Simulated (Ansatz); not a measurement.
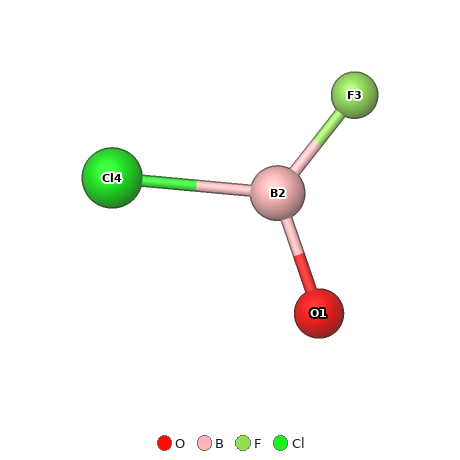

Rigid scan of the bend Cl4–B2–O1 in BOClF, SMILES [O]B(F)Cl, doublet. The Ansatz code, def2-TZVPP, cores frozen in correlated methods. A bend is scanned from the minimum (PBE0-D4/def2-TZVP); energies less that of the minimum at the same level; the first-named atom and what hangs on it turn in the plane. Splines pass through the computed points, which are marked.

Methods: ωB97M-V, B3LYP-D4 and CCSD(T).

> How far can the coupled-cluster curve be trusted along the scan?

The calculation's T1 diagnostic reaches at most 0.024 (at 90°), under the customary mark of 0.045, so it gives no sign of multireference character.

> Give the computed values.

In kJ/mol:
| angle Cl4–B2–O1 (°) | ωB97M-V | B3LYP-D4 | CCSD(T) |
| --- | --- | --- | --- |
| 90 | 64.3 | 61.8 | 68.5 |
| 96 | 35.5 | 33.3 | 38.3 |
| 102 | 16.0 | 14.4 | 17.5 |
| 108 | 4.3 | 3.5 | 4.9 |
| 114 | 0.0 | 0.0 | 0.0 |
| 120 | 3.2 | 3.9 | 3.1 |
| 126 | 14.4 | 15.7 | 14.7 |
| 132 | 35.0 | 36.7 | 36.0 |
| 138 | 66.9 | 68.9 | 69.2 |

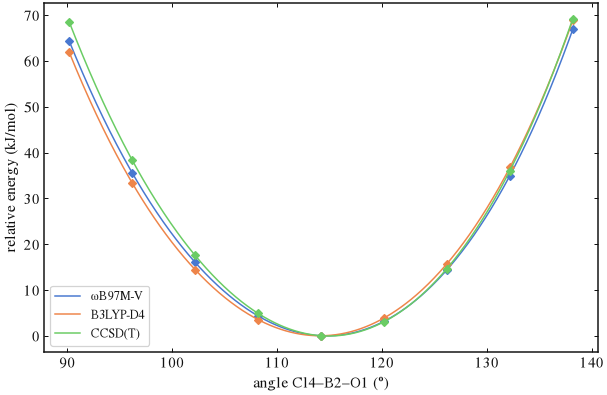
